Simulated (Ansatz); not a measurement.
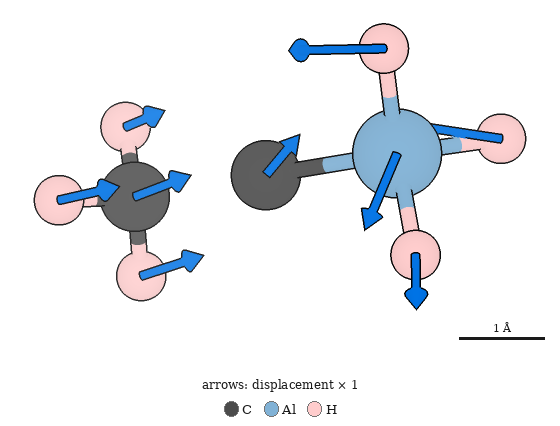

This is a relaxation of C₂H₆Al (charge +1). The starting structure is drawn; blue arrows show the displacements, at their true length. The two geometries are superimposed by the best rigid fit.

A ball-and-stick model, seen from a free direction.

It is one of the separated reactants of a reaction.

Theory: RKS PBE-D4/def2-SVP (Ansatz 0.2.0).

The input:
```yaml
crystal:
  periodic: [false, false, false]
  atoms:
    - {symbol: C, position_ang: [-0.913108, 1.308315, -1.039036]}
    - {symbol: Al, position_ang: [0.912961, -1.308259, 1.039238]}
    - {symbol: C, position_ang: [-0.000657, 0.000254, 0.000900]}
    - {symbol: H, position_ang: [-1.852005, 0.899554, -1.424247]}
    - {symbol: H, position_ang: [-0.293712, 1.619149, -1.885658]}
    - {symbol: H, position_ang: [-1.138912, 2.188260, -0.429376]}
    - {symbol: H, position_ang: [1.329365, -2.478843, 0.163600]}
    - {symbol: H, position_ang: [0.010602, -1.827122, 2.146907]}
    - {symbol: H, position_ang: [2.158219, -0.705925, 1.669259]}
basis:
  gaussian: {orbitals: def2-SVP}
total_charge: 1
hamiltonian: {xc: pbe, dispersion: d4}
relax: {f_tol: 0.03, max_steps: 250}
```

Command:
```bash
ansatz run in.yaml --threads 2 --pin off --events-out ev --progress --plain --max-ram 4352MiB
```

> Which element moves most?

Hydrogen: up to 1.82 Å, against 1.04 Å for aluminium.

> What did the optimiser do to the structure, and how much energy did it gain?

After 32 geometry steps the energy has fallen by 7.994 eV. Largest force component: 3.6 eV/Å at the start, 0.024 eV/Å at the end. The forces were under the threshold at step 6, but the run went on from there. The atom that moves furthest after the best rigid fit is H9 (1.82 Å). Largest moves by element: H 1.82 Å, Al 1.04 Å, C 0.82 Å. Some distances before and after: C3–H7 2.818 → 1.116 Å, Al2–H7 1.520 → 2.470 Å, C1–Al2 3.808 → 2.972 Å, C1–C3 1.904 → 1.543 Å. New bonds form: C1–C3 (1.90 → 1.54 Å), C3–H7 (2.82 → 1.12 Å), C3–H9 (2.82 → 1.12 Å). Bonds break: Al2–H7 (1.52 → 2.47 Å), Al2–H9 (1.52 → 2.47 Å). Bond angles that change, for instance: C3–Al2–H8 110.3° → 179.6°.
